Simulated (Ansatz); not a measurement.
BHF2: several calculations on one system

## 1. Relaxation

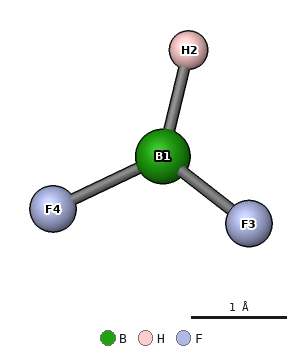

Starting structure of BHF$_{2}$. A ball-and-stick model, seen at a tilt.

The run prepares an end point of a later path (reaction) calculation, from a guessed geometry.

All numbers below come from Ansatz, RKS B3LYP-D4/6-31G*.

Input
```yaml
crystal:
  periodic: [false, false, false]
  atoms:
    - { symbol: B, position_ang: [0.265795, 0.0, 0.196502] }
    - { symbol: H, position_ang: [0.246152, 0.0, 1.378981] }
    - { symbol: F, position_ang: [1.444029, 0.0, -0.389479] }
    - { symbol: F, position_ang: [-0.832277, 0.0, -0.537205] }
basis:
  gaussian: { orbitals: "6-31G*" }
hamiltonian:
  xc: b3lyp
  dispersion: d4
relax:
  f_tol: 0.03
  max_steps: 50
```

Launched with:
```bash
ansatz run input.yaml --threads 1 --pin off --max-ram 2048MiB --backend cpu --events-out ev --progress --plain --runs-dir out
```

> What does the optimiser find from here?

The largest move after the best rigid fit is that of H2, 0.029 Å. By element the largest moves are H 0.029 Å, F 0.027 Å, B 0.014 Å. Near-neighbour distances that change, for instance: B1–H2 1.183 → 1.190 Å. Among the angles between lasting bonds that change: H2–B1–F3 117.4° → 120.8°. Over 3 geometry steps the energy falls by 1.12 kJ/mol. The largest force component goes from 0.35 to 0.006 eV/Å. Cost: 3 s on 1 thread of AMD EPYC 7R43 64-Core Processor (Zen 3), on a shared host, peak memory 0.11 GiB.

Step by step:

```
step  E − E(0), kJ/mol  largest force component, eV/Å
   0              0.00                         0.3549
   1             -0.91                         0.1423
   2             -1.07                         0.1699
   3             -1.12                         0.0060
```

Final geometry:

```xyz
4

B     0.2787    0.0000    0.2030
H     0.2201    0.0000    1.3915
F     1.4439    0.0000   -0.4164
F    -0.8189    0.0000   -0.5293
```

## 2. Relaxation

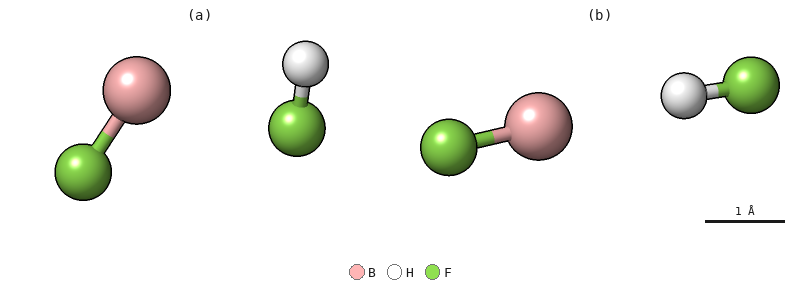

The structure of BHF$_{2}$ before (left) and after (right) a relaxation, at one scale.

A ball-and-stick model, seen from a free direction.

The run prepares an end point of a later path (reaction) calculation, from a guessed geometry.

Theory: Ansatz 0.2.0, RKS B3LYP-D4/6-31G*.

Input
```yaml
crystal:
  periodic: [false, false, false]
  atoms:
    - { symbol: B, position_ang: [-0.854412, 0.000791, 0.211966] }
    - { symbol: H, position_ang: [1.327012, -0.001137, 1.176945] }
    - { symbol: F, position_ang: [1.669307, 0.001005, 0.309817] }
    - { symbol: F, position_ang: [-1.018208, -0.000659, -1.049929] }
basis:
  gaussian: { orbitals: "6-31G*" }
hamiltonian:
  xc: b3lyp
  dispersion: d4
relax:
  f_tol: 0.03
  max_steps: 50
output:
  orbitals: {}
```

Command:
```bash
ansatz run input.yaml --threads 1 --pin off --max-ram 2048MiB --backend cpu --events-out ev --progress --plain --runs-dir out
```

**Describe what moved and what it gained.**

F3 moves most after the best rigid fit: 0.88 Å. Largest moves by element: F 0.88 Å, B 0.54 Å, H 0.50 Å. Some distances before and after: H2–F3 0.932 → 0.948 Å, B1–F4 1.272 → 1.262 Å. The energy falls by 9.45 kJ/mol in 18 accepted moves (26 points after the start). Largest force component: 0.36 eV/Å at the start, 0.023 eV/Å at the end. The line search rejected the trial steps at points 1, 5, 10, 13, 15, 20, 21, 23 of the run. The forces were under the threshold at step 19, but the run went on from there.

Limits of the set-up: the start holds two separate molecules, 2.4 Å apart at their closest, whose relative position is a soft coordinate.

## 3. Path

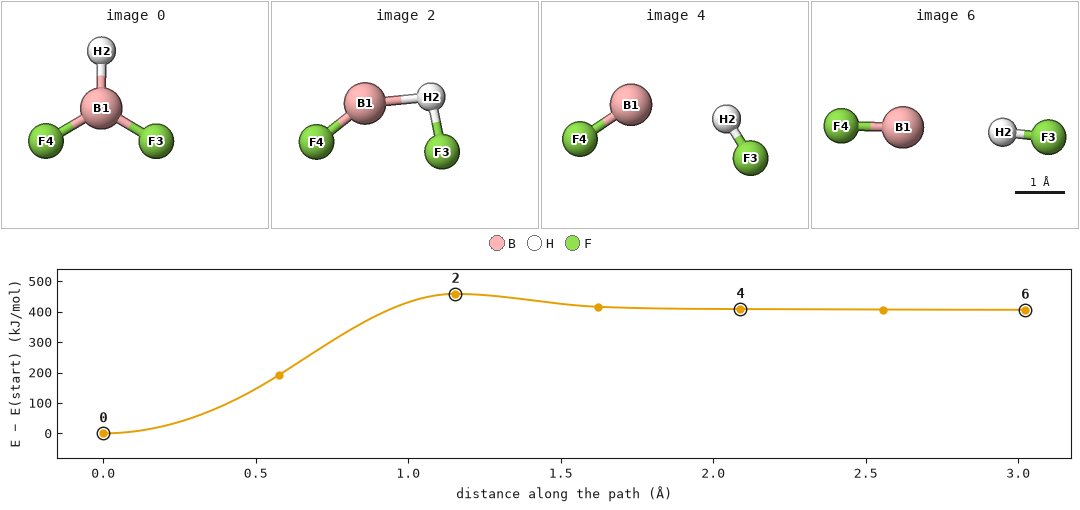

NEB run on BHF2. Images are numbered from 0 (start) to 6 (end). A ball-and-stick model, seen face on.

All numbers below come from Ansatz, RKS B3LYP-D4/6-31G*. Run with 5 movable images; climbing image; force threshold 0.03 eV/Å; iteration limit 60; starting path through a guess of the saddle point.

### Describe the mechanism and the energy profile.

Forward barrier 458.7 kJ/mol, backward barrier 52.4 kJ/mol, with image 2 at the top; the reaction energy is +406.2 kJ/mol. Breaking: B1–F3 (1.32 → 1.87 at the top → 3.00 Å), B1–H2 (1.19 → 1.36 at the top → 2.05 Å). Forming: H2–F3 (2.18 → 1.16 at the top → 0.95 Å). The band is converged. At the top, the vibrational analysis gives one imaginary mode (1172i cm⁻¹), as a transition state must have.
